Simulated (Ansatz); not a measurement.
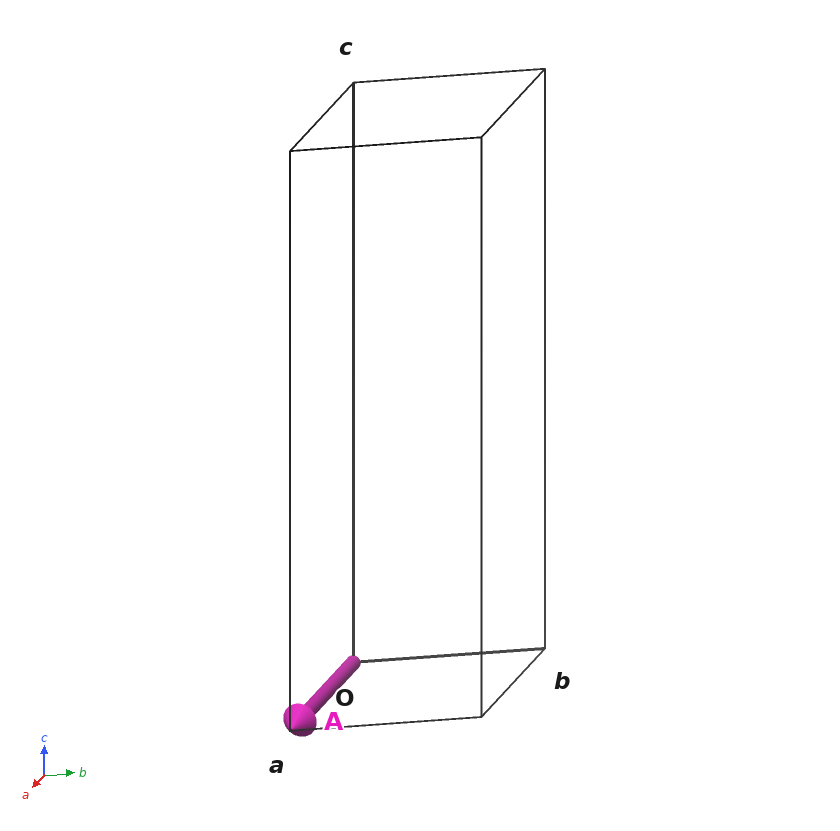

For Ti, the input geometry of an electronic-structure calculation (not necessarily at equilibrium); the starting structure was generated, so it need not be a known form of this composition: the arrow starts at a corner of the unit cell and ends on its surface; where a tip isn't a corner, dashed lines run from it parallel to the axes. Geometry calculated from the standardised cell; symmetry tolerance 0.002 Å.

a = 2.857 Å, b = 2.857 Å, c = 9.156 Å, α = 90.00°, β = 90.00°, γ = 120.00°.

**Index the direction.**

Arrow A runs from (0, 0, 0) to (1, 0, 0), so [1 0 0], in four indices [2 −1 −1 0].

**How long is the vector ua + vb + wc?**

2.857 Å.

**In P6₃/mmc, No. 194, how many directions are equivalent to A (Laue class 6/mmm, both senses counted)?**

6.
